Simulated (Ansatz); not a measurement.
# Geometry relaxation, with input and output: CH$_{3}$AlF$_{2}$O (charge −1)

The run: geometry relaxation of CH$_{3}$AlF$_{2}$O, charge −1, multiplicity 2. Method and program: UKS SPW92/6-31++G** (Ansatz 0.2.0).

The run did not end well. The geometry comes from this level: PBE0-D4/def2-TZVP.

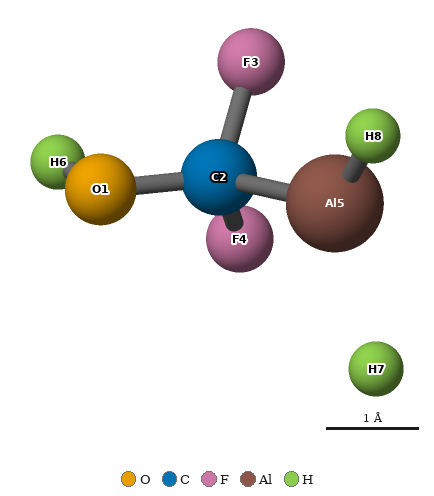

Fig. 1: The starting structure (ball-and-stick view, seen at a tilt; atoms are numbered from 1 in the order of the input). Sticks mark near contacts. Bond lengths as drawn: Al–C 1.99 Å, Al–H 1.26 Å, C–F 1.40 to 1.41 Å, C–O 1.31 Å and H–O 0.96 Å.

**The input**
```yaml
crystal:
  periodic: [false, false, false]
  atoms:
    - {symbol: O, position_ang: [-0.240522, 1.189192, 0.844919]}
    - {symbol: C, position_ang: [0.346017, 0.138792, 0.318701]}
    - {symbol: F, position_ang: [0.856711, -0.748600, 1.276062]}
    - {symbol: F, position_ang: [1.616221, 0.606995, -0.080310]}
    - {symbol: Al, position_ang: [-0.683827, -1.029604, -0.920746]}
    - {symbol: H, position_ang: [0.344372, 1.559821, 1.510754]}
    - {symbol: H, position_ang: [-0.515556, -0.373525, -2.657099]}
    - {symbol: H, position_ang: [-1.494200, -1.983886, -0.746674]}
basis:
  gaussian: {orbitals: "6-31++G**"}
total_charge: -1
magnetization: {spin_polarized: true, initial_magnetization: 1}
hamiltonian: {xc: {name: SPW92}}
relax: {f_tol: 0.001, max_steps: 2}
```

Machine: 2 threads of Arm Neoverse V1, 23 GiB of memory available, shared host.

Launch command:
```bash
ansatz run in.yaml --threads 2 --pin off --events-out ev --progress --plain --max-ram 4352MiB
```

**The program's output**
```
Functional definition: SPW92
  name "SPW92"
  cite "Dirac, Proc. Camb. Phil. Soc. 26, 376 (1930) doi:10.1017/S0305004100016108"
  cite "Slater, Phys. Rev. 81, 385 (1951) doi:10.1103/PhysRev.81.385"
  cite "Perdew & Wang, Phys. Rev. B 45, 13244 (1992) doi:10.1103/PhysRevB.45.13244"
  exchange = slater_x
  correlation = pw_c
1067 factors; their error is unknown
mean field evaluation 1: about -15069.8194 eV, gradient 3.1e1 eV
mean field evaluation 2: about -15057.1741 eV, gradient 6.5e1 eV
mean field evaluation 4: about -15074.3729 eV, gradient 2.8e0 eV
mean field evaluation 8: about -15074.4185 eV, gradient 1.5e-1 eV
mean field evaluation 16: about -15074.3486 eV, gradient 8.2e-4 eV
mean field evaluation 32: about -15074.2911 eV, gradient 1.2e0 eV
mean field -15074.34859296 eV, -553.9720930310 hartree, gradient 3.2e-5 eV, S^2 0.751770; 3 other end points of the search recorded, 0 dependent functions left out
the calculation of the forces begins
reference -15074.34864079 eV, -553.9720947885 hartree; 25, 24 occupied and 92, 93 virtual orbitals, 1067 factors
relax step   1: F+E_penalty+E_count = -15074.34859296 eV  Δ(F+E_penalty+E_count) = +0.000e0 eV  max|allowed force component| = 6.822e0 eV/Å  Δτ_max = 0.0000 Å  (63 SCF iters, accepted)
these checks for a lower state are left out or cut short: starts, cluster_reference, orbital_swaps, neighbouring_geometries, increment
1067 factors; their error is unknown
mean field -15075.72986158 eV, -554.0228537165 hartree, gradient 1.4e-5 eV, S^2 0.751317; 0 other end points of the search recorded, 0 dependent functions left out
the calculation of the forces begins
reference -15075.72990885 eV, -554.0228554534 hartree; 25, 24 occupied and 92, 93 virtual orbitals, 1067 factors
relax step   2: F+E_penalty+E_count = -15075.72986158 eV  Δ(F+E_penalty+E_count) = -1.381e0 eV  max|allowed force component| = 2.290e0 eV/Å  Δτ_max = 0.1901 Å  (45 SCF iters, accepted)
```

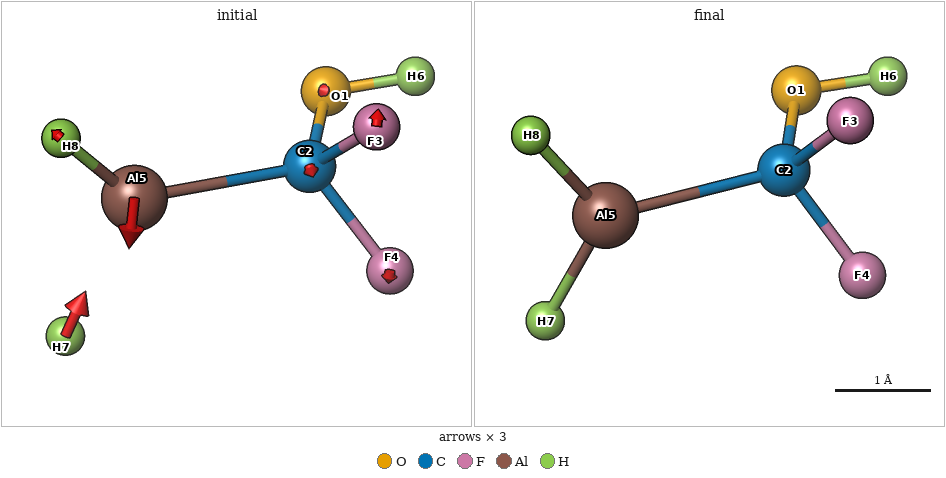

Fig. 2: Before (left) and after (right) the relaxation, at one scale (ball-and-stick view, seen at an oblique angle). The red arrows give the displacements, magnified 3 times. The relaxation stopped without meeting its thresholds, so the last structure isn't shown to be converged. After 1 geometry step the energy has fallen by 133.3 kJ/mol. Largest force component: 6.8 eV/Å at the start, 2.3 eV/Å at the end. The atom that moves furthest after the best rigid fit is Al5 (0.19 Å). Largest moves by element: Al 0.19 Å, H 0.18 Å, F 0.07 Å, C 0.05 Å, O 0.04 Å. Among the contacts that change: Al5–H7 1.864 → 1.515 Å, Al5–H8 1.264 → 1.420 Å, C2–Al5 1.990 → 2.024 Å, O1–H6 0.961 → 0.985 Å. Among the angles that change: C2–Al5–H8 133.6° → 123.0°, F3–C2–F4 94.3° → 99.5°, F3–C2–Al5 104.0° → 108.3°. (Atoms are counted from 1 in the order of the input.)

```
Error: geometry relaxation did not converge after 2 steps: max|allowed force component| = 2.29e0 eV/Å (threshold 1.0e-3). Raise `relax.max_steps` over both its present limit and 2, loosen `relax.f_tol`, or start from a geometry closer to equilibrium. Where this run's directory can be resumed (`checkpoint.write`), a resume goes on for up to `relax.max_steps` more
```

**Trajectory as extended XYZ (Å, eV, eV/Å), 2 frames, from step=1 to step=2**
```
8
Properties=species:S:1:pos:R:3:forces:R:3 step=1 energy=-15074.34859
O    -0.2405    1.1892    0.8449   -2.0483   0.3355   0.2907
C     0.3460    0.1388    0.3187    1.6317  -1.0491  -0.9132
F     0.8567   -0.7486    1.2761   -0.6648  -0.4683   1.5636
F     1.6162    0.6070   -0.0803    0.2531   0.4712  -1.1135
Al   -0.6838   -1.0296   -0.9207    5.4517   6.8220  -3.9719
H     0.3444    1.5598    1.5108    1.0034   0.7368   1.0271
H    -0.5156   -0.3735   -2.6571   -0.1996  -0.5130   1.4649
H    -1.4942   -1.9839   -0.7467   -5.4272  -6.3351   1.6524
8
Properties=species:S:1:pos:R:3:forces:R:3 step=2 energy=-15075.72986
O    -0.2601    1.1567    0.8408   -0.7507   0.2956   0.2643
C     0.3864    0.1197    0.2996    0.6601  -0.7131  -0.3442
F     0.8210   -0.7474    1.3321   -0.1815   0.1472   0.3687
F     1.6374    0.6230   -0.1241   -0.0117   0.0360  -0.2187
Al   -0.5973   -0.9836   -1.0836    2.2674   1.6201  -0.0836
H     0.3349    1.5763    1.5036    0.2887   0.2222   0.3043
H    -0.5527   -0.3956   -2.4788   -0.0007   0.6820  -1.3645
H    -1.5402   -1.9898   -0.7440   -2.2717  -2.2900   1.0736
```

**What the run reported**

- outcome: not converged
- wall time: 5.5 s (CPU time 11 s)
- peak memory: 0.39 GiB

**What went wrong**

The input was spoiled on purpose: the optimiser is allowed too few steps. The run did not converge: “geometry relaxation did not converge after 2 steps: max|allowed force component| = 2.29e0 eV/Å (threshold 1.0e-3). Raise `relax.max_steps` over both its present limit and 2, loosen `relax.f_tol`, or start from a geometry closer to equilibrium …” Its last values are not results.
